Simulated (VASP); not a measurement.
Band structure of SrO (rock salt). Method: AM05 GGA, VASP's PBE PAW potentials (set 64) (plane waves; VASP).

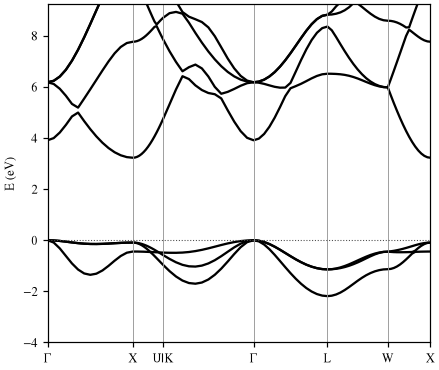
*Bands along high-symmetry lines, zero at the valence-band maximum or, without a gap, the Fermi level*

### Question
Read the plot: is there a gap, and where are the band edges?

### Answer
The gap is indirect, 3.23 eV, from the valence maximum at Γ to the conduction minimum at X. (Edges off the drawn lines would not show.)

The compound is SrO in the rock salt structure. It was relaxed first.
